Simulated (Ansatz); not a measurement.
CH$_{4}$MgO$_{2}$

Input file:

```
crystal:
  periodic: [false, false, false]
  atoms:
    - {symbol: C, position_ang: [0.607390, -0.484533, -1.055800]}
    - {symbol: Mg, position_ang: [2.220301, -2.897991, 0.137995]}
    - {symbol: O, position_ang: [1.312124, -1.538323, -0.535198]}
    - {symbol: O, position_ang: [3.122896, -4.250459, 0.808140]}
    - {symbol: H, position_ang: [0.202190, -0.707384, -2.063898]}
    - {symbol: H, position_ang: [1.230676, 0.426915, -1.160140]}
    - {symbol: H, position_ang: [-0.258571, -0.204355, -0.421983]}
    - {symbol: H, position_ang: [3.614011, -4.979977, 1.167048]}
basis:
  gaussian: {orbitals: def2-TZVPD}
output: {forces: true, orbitals: {seedname: orbitals}}
hamiltonian: {xc: pbe0}
```

Launched as:

```sh
ansatz run input.yaml --threads 1 --pin off --max-ram 2610MiB --events-out events.jsonl --progress --plain --runs-dir runs
```

Geometry: PBE0-D3(BJ)/def2-SVP.

Computed with Ansatz 0.2.0, isolated molecule in a Gaussian basis; Kohn-Sham density functional theory, functional PBE0.

**What will maps of the electron density and electron localisation function show?**

C–O (1.37 Å): the density is about 2.2 e/Å³ at the midpoint, with its minimum of 1.9 e/Å³ about 0.5 Å from C; the ELF peaks at about 0.85 between the atoms: a shared but strongly polarised pair.
Mg–O (1.76 Å): the density is about 0.63 e/Å³ at the midpoint; the ELF peaks at about 0.80 in the valence shell of O, 0.6 Å from its nucleus, and is about 0.20 at the midpoint; a largely ionic contact.
O–H (0.95 Å): ρ at the midpoint is about 3.8 e/Å³; the ELF climbs to about 1 towards the hydrogen, as it does in any bond to H: an ordinary covalent bond to hydrogen.
C–H (1.11 Å): ρ at the midpoint is about 2 e/Å³; the ELF climbs to about 1 towards the hydrogen; an ordinary covalent bond to hydrogen.

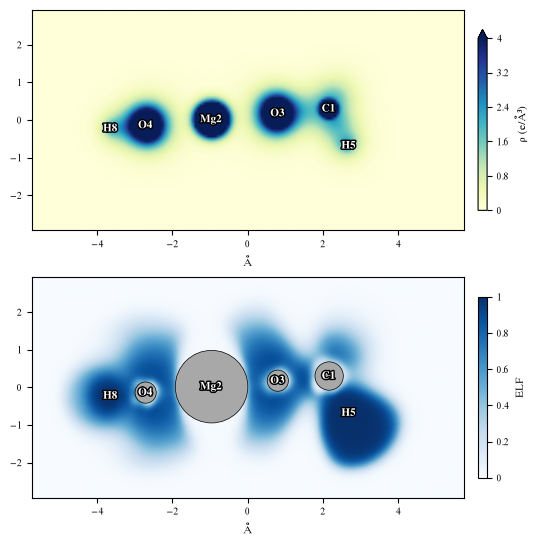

Computed electron density and electron localisation function on the plane of atoms O3, C1 and H5, in this order. Grey discs cover the atomic cores in the ELF map. 
